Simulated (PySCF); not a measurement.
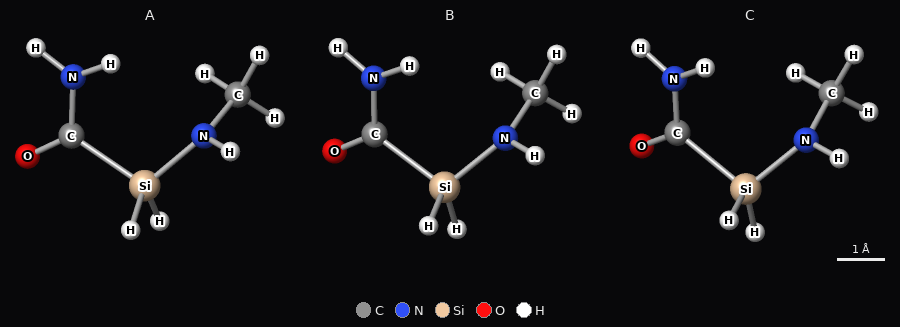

3 geometries from one relaxation of C2H8N2OSi, in shuffled order. Style: ball-and-stick. Shown face on.

The start comes from GFN2-xTB. Its atoms were then displaced at random by about 0.01 Å.

Method: PySCF, PBE0-D3(BJ)/def2-SVP geometry optimisation, gas phase. 

**Order the frames from highest to lowest energy.**

C, B, A. They are steps 0, 3, 9, at +4.93 kcal/mol, +0.45 kcal/mol relative to the last. The energy falls by 4.93 kcal/mol in 9 geometry steps. The atom that moves furthest after the best rigid fit is the O atom (0.51 Å). By element the largest moves are O 0.51 Å, H 0.33 Å, C 0.16 Å, N 0.11 Å, Si 0.09 Å. Some distances before and after: H–Si 1.444 → 1.495 Å, C–H 1.069 → 1.102 Å, C–N 1.326 → 1.357 Å, C–Si 1.954 → 1.927 Å. Among the angles between lasting bonds that change: N–Si–H 119.2° → 114.9°, N–Si–H 103.4° → 107.0°, N–Si–C 104.9° → 108.2°. Groups turn about C–Si by about 20°, N–Si by about 20°. The run took 70 s on 1 thread of Arm Neoverse V1, on a shared host.
